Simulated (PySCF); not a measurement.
Geometry relaxation, with input and output: C7H15GaO (part 2 of 2)

C7H15GaO, SMILES C[CH2][Ga-]([C]#[O+])([CH2]C)[CH2]C; PBE0-D3(BJ)/ma-def2-SVP geometry optimisation, gas phase (PySCF 2.14.0). 

Geometry of the input (Å):
```
C  -1.0079  2.8724  0.2239
C  -1.0324  1.7712  -0.8470
Ga -0.0357  0.1083  -0.1945
C  -0.6645  -1.8025  -0.7041
C  -2.1901  -1.9398  -0.6824
C  1.9114  0.3947  0.4990
C  2.6689  -0.8881  0.8346
H  -1.5098  3.7750  -0.1280
H  0.0195  3.1338  0.4827
H  -1.5079  2.5345  1.1331
H  -2.0737  1.5358  -1.1011
H  -0.5799  2.1628  -1.7681
H  -0.3044  -2.0294  -1.7171
H  -0.2133  -2.5597  -0.0499
H  -2.4976  -2.9424  -0.9848
H  -2.5839  -1.7481  0.3171
H  -2.6483  -1.2241  -1.3657
H  1.9423  1.0801  1.3554
H  2.4352  0.9137  -0.3163
H  2.1861  -1.4318  1.6486
H  3.6920  -0.6700  1.1462
H  2.7103  -1.5486  -0.0327
C  -0.4557  -0.3786  1.8052
O  -0.0536  -1.1146  2.5649
```

## Trajectory as extended XYZ, continued
```
24
Properties=species:S:1:pos:R:3:forces:R:3 step=8 energy=-61897.33120
C    -0.9109    2.8294    0.2977    0.0027  -0.0374  -0.0409
C    -1.0895    1.6441   -0.6499   -0.0188   0.0624   0.0321
Ga    0.0403    0.0532   -0.2408    0.0047   0.0007   0.1065
C    -0.5602   -1.7628   -0.8119   -0.0479  -0.0143  -0.0288
C    -2.0732   -1.9716   -0.8180    0.0563   0.0067  -0.0054
C     1.9487    0.3354    0.2862    0.0247  -0.0489  -0.0163
C     2.6667   -0.8933    0.8400   -0.0250   0.0504  -0.0186
H    -1.5077    3.7063   -0.0066   -0.0015   0.0108   0.0078
H     0.1399    3.1574    0.3504    0.0008   0.0060   0.0039
H    -1.2175    2.5832    1.3288    0.0005   0.0063   0.0049
H    -2.1502    1.3421   -0.6933    0.0048  -0.0105   0.0034
H    -0.8367    1.9551   -1.6802    0.0104  -0.0258  -0.0089
H    -0.1578   -1.9186   -1.8300    0.0103   0.0087   0.0028
H    -0.0646   -2.5289   -0.1905    0.0101   0.0056   0.0039
H    -2.3609   -2.9673   -1.1967   -0.0102  -0.0053   0.0049
H    -2.5068   -1.8802    0.1926   -0.0095   0.0011   0.0013
H    -2.5860   -1.2268   -1.4476   -0.0069  -0.0013  -0.0020
H     2.0117    1.1766    0.9983   -0.0040   0.0124  -0.0081
H     2.4654    0.6925   -0.6238   -0.0058   0.0112   0.0002
H     2.2098   -1.2521    1.7781   -0.0020  -0.0111   0.0011
H     3.7298   -0.6968    1.0618    0.0039  -0.0085   0.0059
H     2.6350   -1.7371    0.1322    0.0023  -0.0116   0.0038
C    -0.6745   -0.2217    1.9838   -0.0049  -0.0105  -0.0527
O    -0.9423   -0.4185    3.0593    0.0049   0.0031  -0.0008
24
Properties=species:S:1:pos:R:3:forces:R:3 step=9 energy=-61897.33274
C    -0.9067    2.8329    0.2973    0.0014  -0.0072  -0.0201
C    -1.0935    1.6435   -0.6417   -0.0062   0.0250   0.0167
Ga    0.0399    0.0530   -0.2365   -0.0075   0.0033   0.0904
C    -0.5581   -1.7621   -0.8145   -0.0215  -0.0049  -0.0158
C    -2.0699   -1.9731   -0.8219    0.0197  -0.0030  -0.0039
C     1.9492    0.3351    0.2849    0.0101  -0.0125  -0.0187
C     2.6649   -0.8921    0.8416   -0.0069   0.0105  -0.0021
H    -1.5053    3.7095   -0.0049   -0.0009   0.0032   0.0017
H     0.1446    3.1614    0.3399    0.0002   0.0015   0.0006
H    -1.2041    2.5931    1.3328    0.0013   0.0002   0.0018
H    -2.1538    1.3391   -0.6755    0.0012  -0.0018   0.0049
H    -0.8477    1.9459   -1.6762    0.0051  -0.0152  -0.0068
H    -0.1527   -1.9151   -1.8316    0.0055   0.0077  -0.0004
H    -0.0608   -2.5269   -0.1927    0.0042   0.0007   0.0004
H    -2.3575   -2.9694   -1.2000   -0.0018  -0.0020   0.0025
H    -2.5053   -1.8824    0.1881   -0.0026   0.0032  -0.0001
H    -2.5843   -1.2294   -1.4517   -0.0009  -0.0009  -0.0027
H     2.0127    1.1793    0.9936   -0.0004   0.0046  -0.0026
H     2.4644    0.6906   -0.6266   -0.0041   0.0013  -0.0013
H     2.2074   -1.2486    1.7807   -0.0014  -0.0033  -0.0017
H     3.7286   -0.6988    1.0636    0.0012  -0.0019   0.0026
H     2.6316   -1.7389    0.1372    0.0019  -0.0030   0.0010
C    -0.6785   -0.2272    1.9801   -0.0002  -0.0062  -0.0484
O    -0.9569   -0.4198    3.0537    0.0027   0.0006   0.0018
24
Properties=species:S:1:pos:R:3:forces:R:3 step=10 energy=-61897.33570
C    -0.8934    2.8474    0.2945    0.0010   0.0539   0.0274
C    -1.1065    1.6418   -0.6136    0.0197  -0.0544  -0.0223
Ga    0.0354    0.0533   -0.2164   -0.0229  -0.0034   0.0369
C    -0.5539   -1.7582   -0.8199    0.0405   0.0171   0.0173
C    -2.0622   -1.9778   -0.8368   -0.0551  -0.0186  -0.0015
C     1.9492    0.3340    0.2857   -0.0248   0.0542  -0.0121
C     2.6624   -0.8904    0.8460    0.0258  -0.0605   0.0265
H    -1.4981    3.7210   -0.0060    0.0002  -0.0122  -0.0081
H     0.1589    3.1757    0.3032   -0.0015  -0.0069  -0.0048
H    -1.1622    2.6301    1.3430    0.0029  -0.0090  -0.0054
H    -2.1663    1.3339   -0.6167   -0.0069   0.0170   0.0064
H    -0.8826    1.9160   -1.6610   -0.0101   0.0080  -0.0016
H    -0.1382   -1.8995   -1.8344   -0.0033   0.0055  -0.0061
H    -0.0534   -2.5219   -0.1990   -0.0090  -0.0111  -0.0096
H    -2.3451   -2.9753   -1.2161    0.0132   0.0046  -0.0023
H    -2.5063   -1.8905    0.1703    0.0099   0.0058  -0.0032
H    -2.5789   -1.2369   -1.4684    0.0097  -0.0004  -0.0030
H     2.0170    1.1845    0.9867    0.0092  -0.0116   0.0083
H     2.4569    0.6852   -0.6315   -0.0003  -0.0179  -0.0057
H     2.2065   -1.2424    1.7880   -0.0009   0.0119  -0.0052
H     3.7280   -0.7031    1.0656   -0.0052   0.0121  -0.0052
H     2.6245   -1.7430    0.1482    0.0000   0.0137  -0.0059
C    -0.6894   -0.2487    1.9707    0.0114   0.0077  -0.0240
O    -0.9941   -0.4358    3.0381   -0.0036  -0.0055   0.0032
24
Properties=species:S:1:pos:R:3:forces:R:3 step=11 energy=-61897.33696
C    -0.8842    2.8558    0.2930    0.0030   0.0507   0.0291
C    -1.1144    1.6397   -0.5964    0.0218  -0.0581  -0.0260
Ga    0.0313    0.0523   -0.2032   -0.0220  -0.0083   0.0106
C    -0.5526   -1.7564   -0.8222    0.0433   0.0173   0.0239
C    -2.0601   -1.9804   -0.8478   -0.0551  -0.0161  -0.0028
C     1.9476    0.3332    0.2878   -0.0266   0.0570  -0.0014
C     2.6627   -0.8897    0.8491    0.0258  -0.0585   0.0237
H    -1.4930    3.7265   -0.0077   -0.0002  -0.0124  -0.0076
H     0.1684    3.1826    0.2792   -0.0015  -0.0068  -0.0047
H    -1.1346    2.6515    1.3486    0.0024  -0.0087  -0.0052
H    -2.1746    1.3337   -0.5792   -0.0076   0.0181   0.0055
H    -0.9063    1.8995   -1.6508   -0.0134   0.0109  -0.0001
H    -0.1313   -1.8894   -1.8354   -0.0036   0.0050  -0.0065
H    -0.0527   -2.5226   -0.2038   -0.0105  -0.0122  -0.0115
H    -2.3379   -2.9778   -1.2311    0.0126   0.0047  -0.0026
H    -2.5103   -1.8965    0.1568    0.0100   0.0046  -0.0028
H    -2.5751   -1.2395   -1.4808    0.0092   0.0001  -0.0024
H     2.0196    1.1863    0.9853    0.0108  -0.0122   0.0072
H     2.4503    0.6801   -0.6337    0.0000  -0.0169  -0.0056
H     2.2101   -1.2388    1.7937   -0.0001   0.0116  -0.0045
H     3.7290   -0.7016    1.0642   -0.0052   0.0109  -0.0054
H     2.6222   -1.7441    0.1538   -0.0002   0.0130  -0.0054
C    -0.6940   -0.2607    1.9680    0.0122   0.0146  -0.0088
O    -1.0118   -0.4444    3.0322   -0.0052  -0.0084   0.0034
24
Properties=species:S:1:pos:R:3:forces:R:3 step=12 energy=-61897.33860
C    -0.8665    2.8676    0.2905    0.0057   0.0155   0.0127
C    -1.1284    1.6336   -0.5660    0.0111  -0.0264  -0.0183
Ga    0.0233    0.0484   -0.1800   -0.0090  -0.0161  -0.0241
C    -0.5520   -1.7541   -0.8255    0.0214   0.0050   0.0175
C    -2.0589   -1.9835   -0.8701   -0.0206  -0.0011  -0.0043
C     1.9436    0.3318    0.2926   -0.0138   0.0263   0.0168
C     2.6651   -0.8882    0.8552    0.0087  -0.0190   0.0037
H    -1.4834    3.7324   -0.0098   -0.0006  -0.0043  -0.0014
H     0.1860    3.1899    0.2348   -0.0005  -0.0019  -0.0019
H    -1.0822    2.6848    1.3575    0.0012  -0.0028  -0.0011
H    -2.1896    1.3352   -0.5109   -0.0038   0.0095   0.0034
H    -0.9519    1.8714   -1.6314   -0.0113   0.0050   0.0010
H    -0.1213   -1.8707   -1.8368    0.0003   0.0043  -0.0033
H    -0.0560   -2.5287   -0.2145   -0.0067  -0.0077  -0.0085
H    -2.3267   -2.9791   -1.2646    0.0041   0.0018  -0.0014
H    -2.5206   -1.9080    0.1297    0.0037   0.0005  -0.0007
H    -2.5677   -1.2396   -1.5044    0.0028   0.0004  -0.0002
H     2.0252    1.1887    0.9839    0.0074  -0.0050   0.0012
H     2.4371    0.6690   -0.6374   -0.0009  -0.0053  -0.0037
H     2.2209   -1.2311    1.8058    0.0007   0.0037  -0.0006
H     3.7327   -0.6955    1.0589   -0.0014   0.0026  -0.0022
H     2.6197   -1.7455    0.1639   -0.0004   0.0037  -0.0015
C    -0.7004   -0.2774    1.9696    0.0071   0.0219   0.0148
O    -1.0397   -0.4518    3.0288   -0.0049  -0.0109   0.0022
24
Properties=species:S:1:pos:R:3:forces:R:3 step=13 energy=-61897.33916
C    -0.8576    2.8692    0.2901    0.0050  -0.0069  -0.0006
C    -1.1339    1.6295   -0.5548    0.0014   0.0006  -0.0081
Ga    0.0202    0.0451   -0.1730   -0.0013  -0.0158  -0.0238
C    -0.5523   -1.7547   -0.8270    0.0025  -0.0032   0.0056
C    -2.0595   -1.9842   -0.8806    0.0037   0.0063  -0.0032
C     1.9415    0.3312    0.2939   -0.0016   0.0021   0.0191
C     2.6662   -0.8873    0.8578   -0.0028   0.0063  -0.0070
H    -1.4780    3.7321   -0.0076   -0.0006   0.0012   0.0021
H     0.1945    3.1890    0.2164    0.0001   0.0013  -0.0001
H    -1.0577    2.6931    1.3611    0.0010   0.0007   0.0011
H    -2.1955    1.3359   -0.4832   -0.0005   0.0017   0.0031
H    -0.9726    1.8612   -1.6240   -0.0059  -0.0014   0.0002
H    -0.1183   -1.8643   -1.8378    0.0027   0.0033  -0.0002
H    -0.0595   -2.5346   -0.2204   -0.0026  -0.0020  -0.0033
H    -2.3239   -2.9778   -1.2819   -0.0016  -0.0002  -0.0004
H    -2.5259   -1.9136    0.1174   -0.0005  -0.0014   0.0001
H    -2.5644   -1.2368   -1.5139   -0.0012   0.0003   0.0007
H     2.0274    1.1901    0.9820    0.0026   0.0000  -0.0020
H     2.4316    0.6632   -0.6398   -0.0016   0.0022  -0.0017
H     2.2265   -1.2262    1.8116    0.0008  -0.0013   0.0011
H     3.7344   -0.6919    1.0555    0.0009  -0.0024   0.0003
H     2.6183   -1.7463    0.1691   -0.0003  -0.0021   0.0009
C    -0.7026   -0.2784    1.9756    0.0022   0.0195   0.0162
O    -1.0505   -0.4440    3.0335   -0.0023  -0.0087  -0.0001
24
Properties=species:S:1:pos:R:3:forces:R:3 step=14 energy=-61897.33956
C    -0.8468    2.8675    0.2900    0.0049  -0.0193  -0.0084
C    -1.1391    1.6242   -0.5452   -0.0098   0.0213  -0.0006
Ga    0.0181    0.0405   -0.1698    0.0061  -0.0112  -0.0122
C    -0.5528   -1.7568   -0.8292   -0.0120  -0.0085  -0.0071
C    -2.0606   -1.9840   -0.8910    0.0179   0.0082  -0.0012
C     1.9395    0.3305    0.2937    0.0080  -0.0150   0.0119
C     2.6666   -0.8857    0.8608   -0.0090   0.0199  -0.0112
H    -1.4709    3.7298   -0.0017    0.0004   0.0040   0.0041
H     0.2046    3.1849    0.1974   -0.0047   0.0013   0.0011
H    -1.0295    2.6961    1.3650    0.0021   0.0030  -0.0028
H    -2.2008    1.3350   -0.4557    0.0071  -0.0027   0.0026
H    -0.9950    1.8513   -1.6179   -0.0003  -0.0069   0.0046
H    -0.1157   -1.8607   -1.8395    0.0036   0.0011   0.0030
H    -0.0638   -2.5419   -0.2265    0.0007   0.0036   0.0024
H    -2.3237   -2.9750   -1.2994   -0.0044  -0.0008   0.0005
H    -2.5309   -1.9183    0.1053   -0.0030  -0.0021   0.0004
H    -2.5610   -1.2323   -1.5227   -0.0032  -0.0001   0.0016
H     2.0284    1.1924    0.9776   -0.0026   0.0024  -0.0028
H     2.4273    0.6570   -0.6432   -0.0018   0.0066   0.0014
H     2.2305   -1.2196    1.8181    0.0006  -0.0039   0.0015
H     3.7354   -0.6887    1.0531    0.0017  -0.0049   0.0016
H     2.6160   -1.7476    0.1760   -0.0002  -0.0048   0.0024
C    -0.7048   -0.2737    1.9840   -0.0082   0.0104   0.0244
O    -1.0627   -0.4254    3.0407    0.0062  -0.0016  -0.0172
24
Properties=species:S:1:pos:R:3:forces:R:3 step=15 energy=-61897.33971
C    -0.8407    2.8651    0.2891    0.0016  -0.0134  -0.0082
C    -1.1410    1.6212   -0.5422   -0.0084   0.0189   0.0030
Ga    0.0180    0.0379   -0.1703    0.0066  -0.0058  -0.0023
C    -0.5534   -1.7586   -0.8302   -0.0117  -0.0061  -0.0096
C    -2.0613   -1.9831   -0.8952    0.0140   0.0047   0.0002
C     1.9389    0.3298    0.2932    0.0078  -0.0145   0.0029
C     2.6660   -0.8852    0.8623   -0.0066   0.0144  -0.0073
H    -1.4666    3.7278    0.0025    0.0001   0.0032   0.0027
H     0.2100    3.1816    0.1872   -0.0014   0.0019   0.0003
H    -1.0141    2.6949    1.3658    0.0018   0.0023  -0.0005
H    -2.2022    1.3332   -0.4436    0.0041  -0.0039   0.0023
H    -1.0056    1.8463   -1.6163    0.0021  -0.0058   0.0012
H    -0.1144   -1.8614   -1.8398    0.0027  -0.0009   0.0030
H    -0.0665   -2.5452   -0.2279    0.0012   0.0039   0.0048
H    -2.3256   -2.9728   -1.3063   -0.0034  -0.0007   0.0003
H    -2.5332   -1.9190    0.1004   -0.0023  -0.0014   0.0006
H    -2.5596   -1.2293   -1.5260   -0.0024   0.0002   0.0013
H     2.0281    1.1933    0.9750   -0.0038   0.0015  -0.0005
H     2.4266    0.6544   -0.6445   -0.0008   0.0059   0.0021
H     2.2308   -1.2169    1.8207    0.0000  -0.0029   0.0011
H     3.7352   -0.6888    1.0533    0.0012  -0.0033   0.0012
H     2.6143   -1.7489    0.1797   -0.0003  -0.0036   0.0018
C    -0.7061   -0.2670    1.9886   -0.0068   0.0043   0.0079
O    -1.0695   -0.4094    3.0446    0.0045   0.0011  -0.0082
```

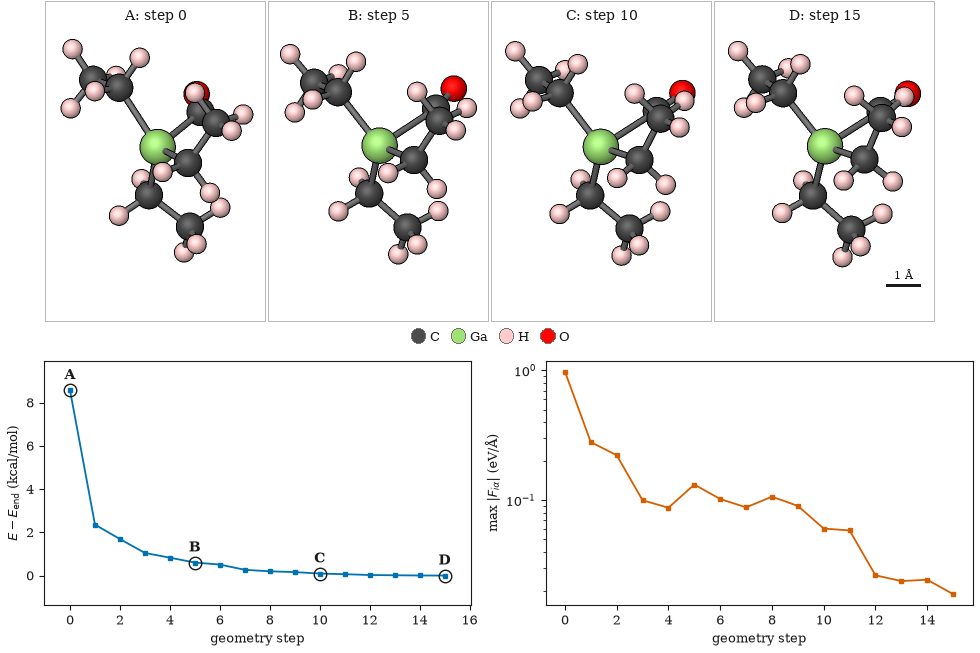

Fig. 1: Frames of the relaxation (ball-and-stick view, seen at a tilt) above the curves, on which the letters mark them (steps are counted from 0).

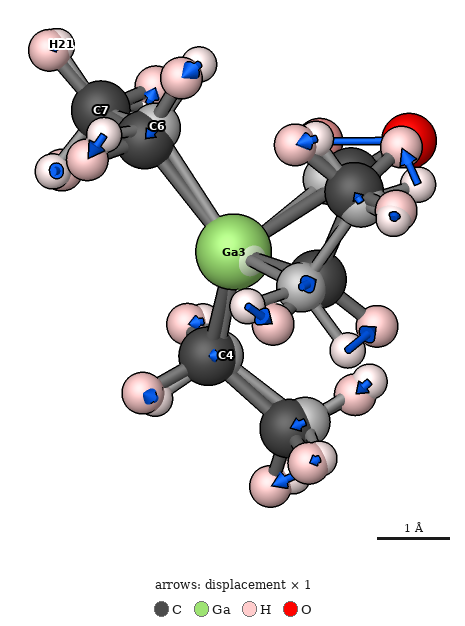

Fig. 2: Start (faint) and end (solid) with the displacements as blue arrows, at true length (ball-and-stick view, seen at a tilt). The two geometries are laid on each other by the best rigid fit. O24 moves most after the best rigid fit: 1.31 Å. By element the largest moves are O 1.31 Å, H 0.71 Å, C 0.37 Å, Ga 0.09 Å. Among the contacts that change: Ga3–C23 2.100 → 2.297 Å, Ga3–C6 2.087 → 1.997 Å, Ga3–C4 2.075 → 1.997 Å, C2–Ga3 2.046 → 1.997 Å. Among the angles that change: Ga3–C23–O24 136.0° → 179.4°, C2–Ga3–C23 113.2° → 95.6°, C6–Ga3–C23 84.4° → 96.0°. After 15 geometry steps the energy has fallen by 8.58 kcal/mol. Largest force component: 0.98 eV/Å at the start, 0.019 eV/Å at the end. (Atoms are counted from 1 in the order of the input.)

## Summary

| quantity | value |
| --- | --- |
| outcome | converged |
| total energy | −2274.685298 hartree |
| dipole moment | 1.05 D |
| point group | C1 |
| hardware | 1 CPU thread, shared host |
| wall time | 11 min |
| peak memory | 1.6 GiB |
